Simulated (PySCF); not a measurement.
# SiF3 (trifluorosilyl) at 6 levels

Aim: a comparison of 6 runs (U-r2SCAN/STO-3G, UB3LYP/STO-3G, UPBE/STO-3G, UPBE0/STO-3G, UCCSD(T)/STO-3G, FCI/STO-3G) of SiF3 (trifluorosilyl). 

The calculation is run with PySCF 2.14.0.

6 further runs of the same task are left out: 6 set aside as unsound or not needed.

## Step 1: The structure to begin with

The species is SiF3 (4 atoms), meant as a doublet with charge 0. SMILES: `F[Si](F)F`. One bond was lengthened or shortened from a relaxed shape.

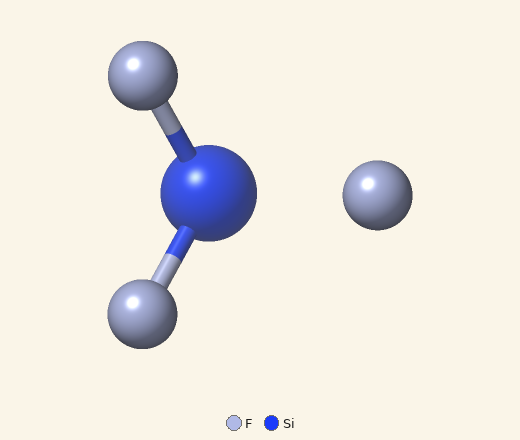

Viewed from a chosen angle; fluorine light blue, silicon blue.

## Step 2: A single-point energy at U-r2SCAN/STO-3G (run 1)

File calc.py:

```python
from pyscf import gto, dft

system = gto.Mole()
system.atom = '''
F        0.915380      -0.282371       1.302155
Si      -0.197750       0.470659       0.451985
F       -0.962750      -0.889100      -0.646850
F        0.627590       1.380639      -0.557915
'''
system.spin = 1
system.max_memory = 1860
system.verbose = 4
system.basis = 'sto-3g'
system.build()

calc0 = dft.UKS(system, xc='r2scan')
calc0.conv_tol = 1e-10
calc0.grids.level = 5
calc0.kernel()
if not calc0.converged:
    calc0 = calc0.newton().run(calc0.mo_coeff, calc0.mo_occ)

e_final = calc0.e_tot
print('E(%s) = %.9f' % ('R2SCAN', e_final))
```

The run is started by

```console
$ OMP_NUM_THREADS=1 python calc.py
```

Standard output:

```text
PySCF version 2.14.0

[... 56 lines left out ...]
WARN: HOMO -0.233564767555953 >= LUMO -0.23356476755595
[... 50 lines left out ...]
converged SCF energy = -581.204243305263  <S^2> = 0.75426594  2S+1 = 2.0042614
E(R2SCAN) = -581.204243305
```

Run time: 9 s. Hardware: 1 thread of Intel Xeon Platinum 8488C (Sapphire Rapids), shared host; peak memory 0.24 GiB.

## Step 3: The energy at UB3LYP/STO-3G (run 2)

File job.py:

```python
from pyscf import gto, dft

molecule = gto.Mole()
molecule.atom = '''
F        0.915380      -0.282371       1.302155
Si      -0.197750       0.470659       0.451985
F       -0.962750      -0.889100      -0.646850
F        0.627590       1.380639      -0.557915
'''
molecule.max_memory = 1860
molecule.verbose = 3
molecule.charge = 0
molecule.spin = 1
molecule.basis = 'sto-3g'
molecule.build()

mf = dft.UKS(molecule)
mf.xc = 'b3lyp'
mf.grids.level = 5
mf.conv_tol = 1e-10
mf.kernel()
if not mf.converged:
    mf = mf.newton().run(mf.mo_coeff, mf.mo_occ)

e_final = mf.e_tot
print('E(%s) = %.9f' % ('B3LYP', e_final))
```

The run is started by

```console
$ OMP_NUM_THREADS=1 python job.py
```

Standard output:

```text
WARN: HOMO -0.23523461623217 >= LUMO -0.235234616232171

converged SCF energy = -581.266446136519  <S^2> = 0.75747403  2S+1 = 2.0074601
E(B3LYP) = -581.266446137
```

Run time: 7.2 s. Hardware: 1 thread of Intel Xeon Platinum 8488C (Sapphire Rapids), shared host; peak memory 0.23 GiB.

Runs 3 to 5 aren't shown in full; the table further down has their settings and results.

## Step 4: A single-point energy at FCI/STO-3G (run 6)

File job.py:

```python
from pyscf import gto, scf, mcscf

mol = gto.M(
    atom='''
F        0.915380      -0.282371       1.302155
Si      -0.197750       0.470659       0.451985
F       -0.962750      -0.889100      -0.646850
F        0.627590       1.380639      -0.557915
''',
    max_memory=1860,
    verbose=4,
    spin=1,
    basis='sto-3g',
)

mf = scf.ROHF(mol)
mf.conv_tol = 1e-10
mf.kernel()
if not mf.converged:
    mf = mf.newton().run(mf.mo_coeff, mf.mo_occ)

cas = mcscf.CASCI(mf, mf.mo_coeff.shape[-1] - 8, (mol.nelec[0] - 8, mol.nelec[1] - 8))  # full CI above the frozen core
cas.fix_spin_(ss=0.75)
cas.kernel()
e_final = cas.e_tot
print(f'total energy: {e_final:.8f} hartree')
```

The run is started by

```console
$ OMP_NUM_THREADS=1 python job.py
```

Standard output:

```text
PySCF version 2.14.0

[... 66 lines left out ...]
converged SCF energy = -579.683983768808
[... 1 line left out ...]
******** <class 'pyscf.mcscf.casci.CASCI'> ********
CAS (13e+12e, 16o), ncore = 8, nvir = 0
natorb = False
canonicalization = True
sorting_mo_energy = False
******** <class 'pyscf.fci.addons.SpinPenaltyFCISolver'> ********
max. cycles = 200
conv_tol = 1e-08
davidson only = True
linear dependence = 1e-12
level shift = 0.001
max iter space = 12
nroots = 1
pspace_size = 400
spin = None
Density matrix diagonal elements [1.99749892 1.99718257 1.99801782 1.98256909 1.98468286 1.98001195
 1.98090237 1.986879   1.98471892 1.97764406 1.99289712 1.92732364
 1.04160024 0.08902252 0.03707366 0.04197525]
CASCI converged
CASCI E = -579.801134754076  E(CI) = -129.282725584787  S^2 = 0.7500000
total energy: -579.80113475 hartree
```

Wall time 46 s (1 thread of Intel Xeon Platinum 8488C (Sapphire Rapids), shared host); peak memory 0.34 GiB.

## Step 5: All runs side by side

| run | level | integration grid | frozen core orbitals | energy (Eh) | dipole moment (D) of the reference | HOMO energy (eV) | LUMO energy (eV) | wall time |
| --- | --- | --- | --- | --- | --- | --- | --- | --- |
| 1 | U-r2SCAN/STO-3G | 5 | – | -581.204243 | 1.06 | -1.98 | -0.39 | 9 s |
| 2 | UB3LYP/STO-3G | 5 | – | -581.266446 | 1.11 | -2.89 | 0.16 | 7.2 s |
| 3 | UPBE/STO-3G | 5 | – | -580.850606 | 0.87 | -1.39 | -0.33 | 6.3 s |
| 4 | UPBE0/STO-3G | 5 | – | -580.933715 | 1.17 | -3.27 | 0.37 | 8.1 s |
| 5 | UCCSD(T)/STO-3G | – | 8 | -579.799028 | 1.72 | -7.57 | 4.64 | 1.2 s |
| 6 | FCI/STO-3G | – | 8 | -579.801135 | 2.27 | – | – | 46 s |

## Step 6: Outcome

| quantity | value |
| --- | --- |
| run 6: total energy | -579.80113 Eh |
| run 6: dipole moment (Hartree–Fock density) | 2.27 D |
| run 6: correlation energy (8 core orbitals frozen) | -117.2 mEh |

What this shows: Against full CI in this basis: UCCSD(T) +2.1 mEh. Over runs 1, 2, 3, 4 the dipole moment (its size) runs from 0.87 D (UPBE/STO-3G) to 1.17 D (UPBE0/STO-3G). Totals of different functionals can't be ranked against each other. In runs 1, 2, 3, 4, 5, 6 the basis is minimal, so the values are rough. All runs together took 78 s, the longest 46 s.
